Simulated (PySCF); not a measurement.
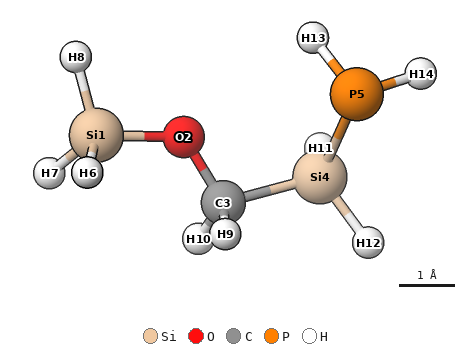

Fig. 1: The structure (ball-and-stick view, seen at a tilt; atoms are numbered from 1 in the order of the input).

# Two runs on CH9OPSi2

System: CH9OPSi2, SMILES [SiH3]OC[SiH2]P.
Method of run A: TDDFT HF/def2-SVPD, vertical, gas phase, core orbitals frozen in the response (PySCF 2.14.0).

The geometry comes from this level: PBE0-D3(BJ)/def2-SVP. Text and figures count atoms from 1; the logs count them from 0 in places.

### The input, run A
```
{"job": {"kind": "uv", "xc": "HF", "basis": "def2-SVPD", "ip": true}, "charge": 0, "multiplicity": 1}
Si     1.611207     1.560578    -0.910814
O      0.541084     0.486516    -0.211729
C     -0.374941    -0.280611    -0.966756
Si    -1.394173    -1.310426     0.262509
P     -2.179491     0.172574     1.776792
H      0.872288     2.583866    -1.714881
H      2.563442     0.843171    -1.815545
H      2.347821     2.206746     0.207429
H     -1.055631     0.365463    -1.555900
H      0.143554    -0.940088    -1.690533
H     -0.541069    -2.383316     0.859292
H     -2.546614    -1.949542    -0.446582
H     -0.909547     0.307714     2.413039
H     -2.640556    -0.830489     2.684775
```

The first line tells a small driver script what to run in PySCF; the rest is the geometry in Å.

Command:
```bash
OMP_NUM_THREADS=1 python <driver script> task.json out
```

Hardware: 1 CPU thread, shared host.

### Output (run A)
```
final grid: 106544 points
cycle   1  E = -1036.1343716643  dE =  5.412e-02  |g| = 5.500e-01  |ddm| = 3.856e+00
cycle   2  E = -1036.2095608698  dE = -7.519e-02  |g| = 3.069e-01  |ddm| = 1.021e+00
cycle   3  E = -1036.2288620627  dE = -1.930e-02  |g| = 7.214e-02  |ddm| = 3.662e-01
cycle   4  E = -1036.2308048361  dE = -1.943e-03  |g| = 1.413e-02  |ddm| = 2.119e-01
cycle   5  E = -1036.2309134709  dE = -1.086e-04  |g| = 4.399e-03  |ddm| = 4.521e-02
cycle   6  E = -1036.2309258547  dE = -1.238e-05  |g| = 1.369e-03  |ddm| = 1.369e-02
cycle   7  E = -1036.2309274715  dE = -1.617e-06  |g| = 3.013e-04  |ddm| = 5.017e-03
cycle   8  E = -1036.2309275633  dE = -9.175e-08  |g| = 6.979e-05  |ddm| = 1.348e-03
cycle   9  E = -1036.2309275677  dE = -4.378e-09  |g| = 2.028e-05  |ddm| = 3.326e-04
cycle  10  E = -1036.2309275681  dE = -3.954e-10  |g| = 6.055e-06  |ddm| = 8.424e-05
converged SCF energy = -1036.2309275681

Static polarisability (au): isotropic 92.732, principal 81.252 95.254 101.689

Singlet excitations
state   eV       nm        f      main configurations
  1   7.0287    176.4   0.02627   H->L+4 0.29, H->L+7 0.16, H->L+5 0.12
  2   7.3923    167.7   0.06452   H->L 0.37, H->L+1 0.15, H->L+3 0.12
  3   7.6865    161.3   0.37851   H->L+2 0.55, H->L+5 0.15, H->L+8 0.08
  4   8.3515    148.5   0.01595   H->L+4 0.30, H->L+3 0.24
  5   8.7128    142.3   0.00440   H-2->L+3 0.18, H-2->L+2 0.17, H-2->L+1 0.17
  6   8.7751    141.3   0.03616   H-1->L 0.23, H-1->L+3 0.12, H-1->L+2 0.12
  7   8.9105    139.1   0.02051   H->L+10 0.27, H-1->L+2 0.12
  8   8.9191    139.0   0.02849   H-1->L+2 0.19, H-1->L 0.17, H->L+10 0.09
  9   9.1260    135.9   0.04737   H-1->L+2 0.21, H-1->L+3 0.19, H-1->L+4 0.09
 10   9.2241    134.4   0.08748   H-1->L+4 0.11, H-3->L+2 0.10

Triplet excitations (Tamm-Dancoff, eV): 5.6336 5.6654 6.9233 7.5321
Vertical ionisation energy (delta-SCF) = 8.5653 eV
```

For run B the input was changed thus:
```diff
-"xc": "HF"
+"xc": "CAM-B3LYP"
```

Predict how the results change.

The total energies belong to different methods, so their difference says nothing on which is more stable or more accurate. The HOMO goes from −9.91 to −8.68 eV. The LUMO goes from 2.34 to 0.81 eV. The dipole moment goes from 1.33 to 1.17 D. The lowest excitation goes from 7.03 to 6.61 eV. The strongest computed line goes from 7.69 to 6.99 eV. The method changes from HF to CAM-B3LYP. The SCF takes 12 iterations against 10.

### Output (run B)
```
coarse grid: 12624 points
cycle   1  E = -1038.4766888098  dE =  6.899e-02  |g| = 6.237e-01  |ddm| = 4.184e+00
cycle   2  E = -1038.4119434276  dE =  6.475e-02  |g| = 8.821e-01  |ddm| = 1.417e+00
cycle   3  E = -1038.5565216898  dE = -1.446e-01  |g| = 5.031e-02  |ddm| = 7.734e-01
cycle   4  E = -1038.5571578393  dE = -6.361e-04  |g| = 1.578e-02  |ddm| = 1.219e-01
cycle   5  E = -1038.5572429403  dE = -8.510e-05  |g| = 4.237e-03  |ddm| = 4.042e-02
cycle   6  E = -1038.5572486223  dE = -5.682e-06  |g| = 9.472e-04  |ddm| = 8.879e-03
final grid: 106544 points
cycle   7  E = -1038.6942558595  dE = -1.012e-05  |g| = 1.292e-03  |ddm| = 3.254e-02
cycle   8  E = -1038.6942558646  dE = -5.018e-09  |g| = 1.459e-03  |ddm| = 3.831e-03
cycle   9  E = -1038.6942562347  dE = -3.701e-07  |g| = 1.866e-04  |ddm| = 1.237e-03
cycle  10  E = -1038.6942562423  dE = -7.631e-09  |g| = 7.596e-05  |ddm| = 3.724e-04
cycle  11  E = -1038.6942562438  dE = -1.536e-09  |g| = 1.828e-05  |ddm| = 1.230e-04
cycle  12  E = -1038.6942562439  dE = -1.125e-10  |g| = 3.424e-06  |ddm| = 3.222e-05
converged SCF energy = -1038.6942562439

Static polarisability (au): isotropic 99.191, principal 85.722 101.763 110.089

Singlet excitations
state   eV       nm        f      main configurations
  1   6.6096    187.6   0.02993   H->L+4 0.34, H->L+2 0.33
  2   6.7104    184.8   0.02210   H->L 0.58, H->L+2 0.23
  3   6.9919    177.3   0.23585   H->L+1 0.58, H->L+3 0.12
  4   7.0970    174.7   0.00143   H-2->L 0.76, H-2->L+1 0.10
  5   7.2640    170.7   0.01017   H-1->L 0.80
  6   7.3587    168.5   0.01751   H->L+4 0.43, H->L+3 0.16, H->L 0.10
  7   7.6515    162.0   0.00840   H-1->L+1 0.78
  8   7.7571    159.8   0.00174   H->L+5 0.24, H->L+9 0.18, H->L+6 0.12
  9   8.0317    154.4   0.00405   H-1->L+2 0.46, H-1->L+3 0.11
 10   8.0387    154.2   0.02647   H-2->L+1 0.62, H-2->L 0.09

Triplet excitations (Tamm-Dancoff, eV): 5.6614 5.7696 6.3966 6.7391
Vertical ionisation energy (delta-SCF) = 9.5536 eV
```

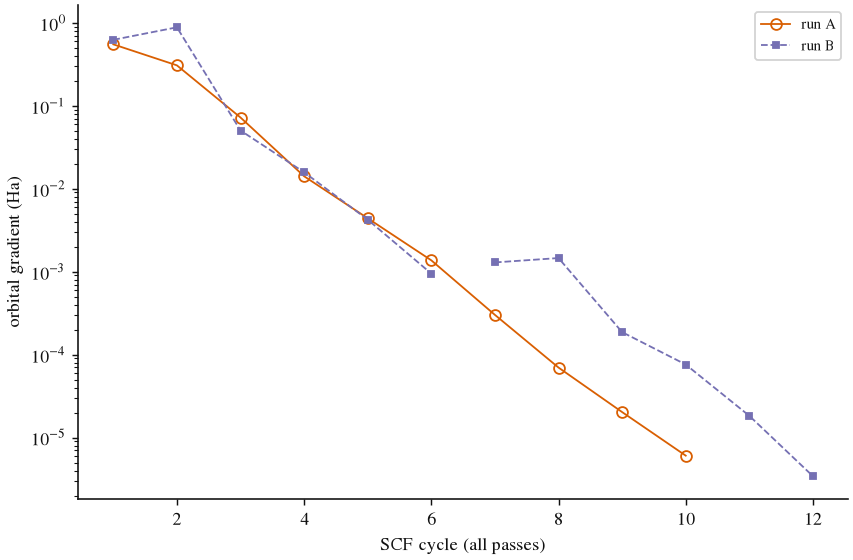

Fig. 2: Convergence of the two runs: orbital gradient against the SCF cycle. A break in a curve parts two SCF passes (coarse and final grid). Run A takes 10 cycles in all, and run B takes 12.

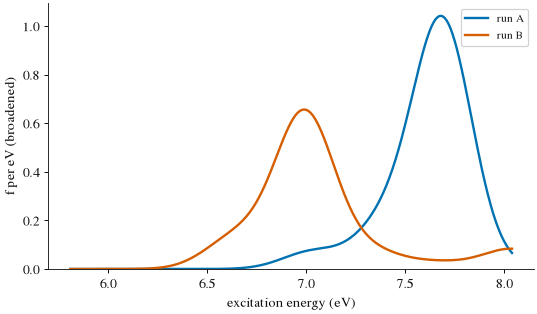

Fig. 3: Absorption of the two runs from their computed states, each broadened by a Gaussian of 0.35 eV full width; the range ends where the shorter list of states ends.

### The two runs side by side

| quantity | run A | run B |
| --- | --- | --- |
| outcome | converged | converged |
| total energy (hartree) | −1036.230928 | −1038.694256 |
| HOMO (eV) | −9.91 | −8.68 |
| LUMO (eV) | 2.34 | 0.81 |
| dipole moment (D) | 1.33 | 1.17 |
| lowest excitation (eV) | 7.03 | 6.61 |
| SCF iterations | 10 | 12 |
| strongest computed line (eV) | 7.69 | 6.99 |
| basis functions | 187 | 187 |
| wall time (shared host) | 24 s | 4.7 min |
